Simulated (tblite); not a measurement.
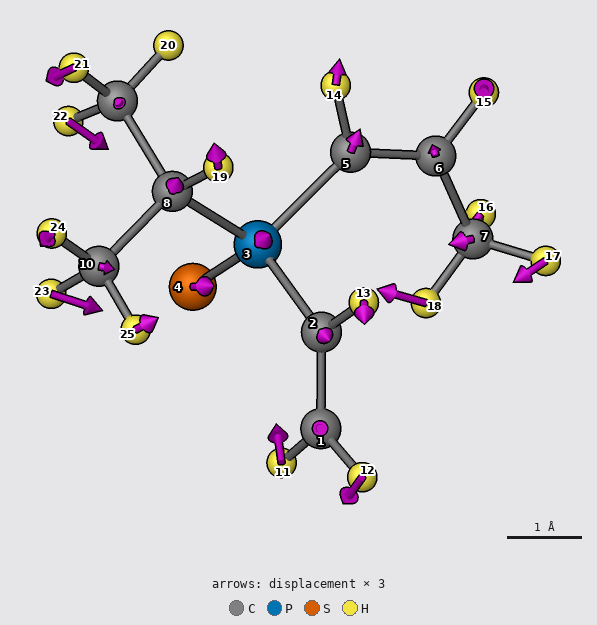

A relaxation of C8H15PS. The starting structure is drawn; purple arrows show the displacements, 3 times their true length. The two geometries are superimposed by the best rigid fit.

Style: ball-and-stick. Shown at a tilt.

Theory: tblite 0.8.0, GFN2-xTB geometry optimisation, gas phase. 

**Which element moves most?**

Hydrogen: up to 0.27 Å, against 0.18 Å for sulfur.

**What did the optimiser do to the structure, and how much energy did it gain?**

Over 66 geometry steps the energy falls by 19.3 kJ/mol. The largest move after the best rigid fit is that of an H atom, 0.27 Å. Largest moves by element: H 0.27 Å, S 0.18 Å, P 0.14 Å, C 0.13 Å. Among the contacts that change: C–P 1.781 → 1.821 Å, P–S 1.967 → 1.942 Å, C–H 1.105 → 1.083 Å, C–C 1.349 → 1.328 Å. Bond angles that change, for instance: C–P–C 98.7° → 103.8°, C–C–H 118.1° → 123.0°, C–C–P 125.6° → 120.7°. The run took 0.63 s on 1 thread of Arm Neoverse V2, with other jobs on the host.
